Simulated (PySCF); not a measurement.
CH7O2SSi2 (doublet)

```xyz
13

O     0.8090    0.7167    0.2661
C    -0.5154    0.7504    0.5514
O    -0.9240    0.0433    1.6502
Si   -1.5513    0.1602   -1.0583
S    -1.0951   -1.8230   -1.1643
Si    1.9672   -0.3819    0.6384
H    -0.8236    1.7871    0.7038
H    -0.6686   -0.8856    1.5623
H    -2.9100    0.4871   -0.6469
H    -1.0580    1.0430   -2.1067
H     1.6143   -1.6733    0.0453
H     2.0574   -0.5219    2.0935
H     3.0938    0.2985    0.0259
```

Geometry: GFN2-xTB.

Theory: PySCF 2.14.0, density-fitted response routines, UKS B3LYP, pcH-1 on C H O S Si, non-relativistic, mean-field spin-orbit, GIAO.

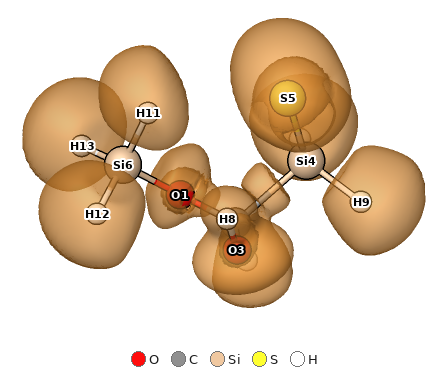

Figure 1. Isosurface of the ELF at 0.75 (orange), seen at an oblique angle. Core shells and regions of very low density are left out.

### What do the ELF domains correspond to?

At this value the surface marks out six regions around hydrogen nuclei, one region on O in which the atom's valence shell and bonds are merged, one region on S in which the atom's valence shell and bonds are merged and one joined region spread over several atoms (H, O), in which their bonds and any lone pairs are merged.


C–O (1.36 Å): the ELF peaks at about 0.85 between the atoms; a shared but strongly polarised pair. Si–O (1.64 Å): the ELF peaks at about 0.85 between the atoms; a shared but strongly polarised pair.

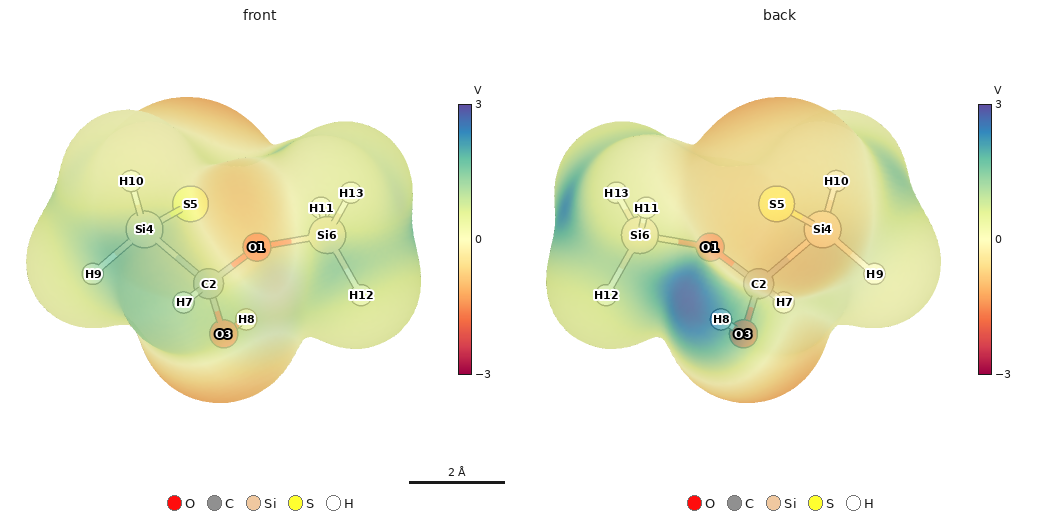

Figure 2. The molecular electrostatic potential painted on the density surface at 0.002 e/bohr³, seen from the front and from behind; red is negative and blue positive.

### Which sites attract a positive test charge, and which a negative one?

A positive charge is drawn to the negative regions and a negative charge to the positive ones. The most negative region (about −1.0 V) lies over O3 and S5, the most positive (about +2.6 V) over H8.

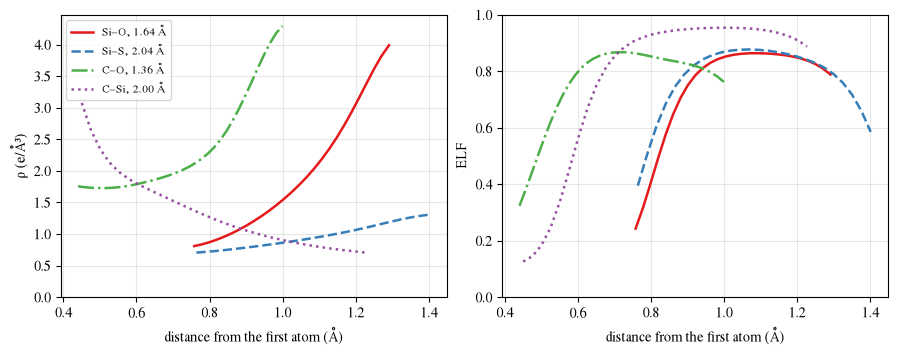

Figure 3. Electron density and ELF along straight lines between neighbouring atoms. The curves leave out the atomic cores.

### Compare the contacts.

Si–O (1.64 Å): ρ at the midpoint is about 0.91 e/Å³; the ELF peaks at about 0.85 between the atoms: a shared but strongly polarised pair.
Si–S (2.04 Å): ρ at the midpoint is about 0.88 e/Å³; the ELF peaks at about 0.90 between the atoms, as expected for localised, covalent bonding.
C–O (1.36 Å): ρ is about 1.9 e/Å³ halfway; the ELF peaks at about 0.85 between the atoms (a polar covalent bond).
C–Si (2.00 Å): ρ at the midpoint is about 0.9 e/Å³; the ELF peaks at about 0.95 between the atoms, as expected for localised, covalent bonding.
